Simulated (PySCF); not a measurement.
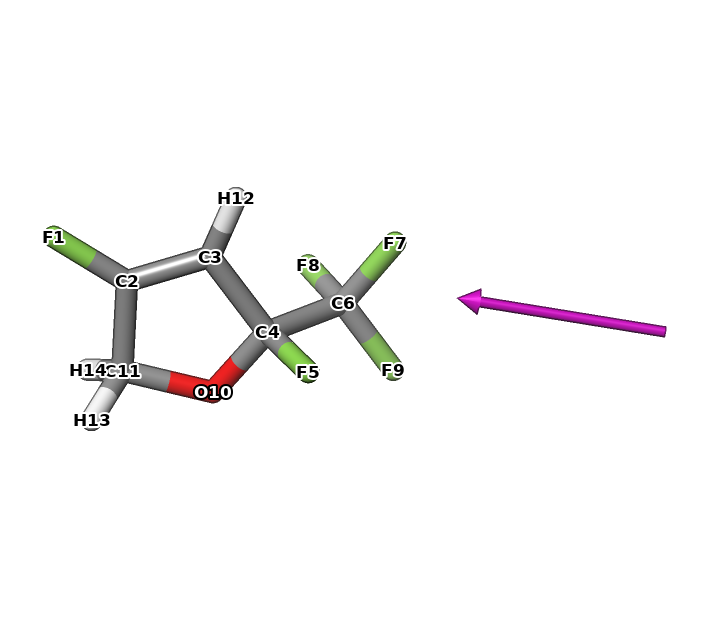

The arrow beside the molecule shows the direction of the dipole moment, from the negative to the positive end (its length means nothing). The geometry was computed by an optimisation with GFN2-xTB. No frequency run is at hand to confirm it as a minimum. Method: PBE0/pcSseg-1, gas phase (PySCF 2.14.0).

Estimate the dipole moment.

2.90 D; it points from the side of F9 to the side of F1 (the outermost atoms at the two ends).
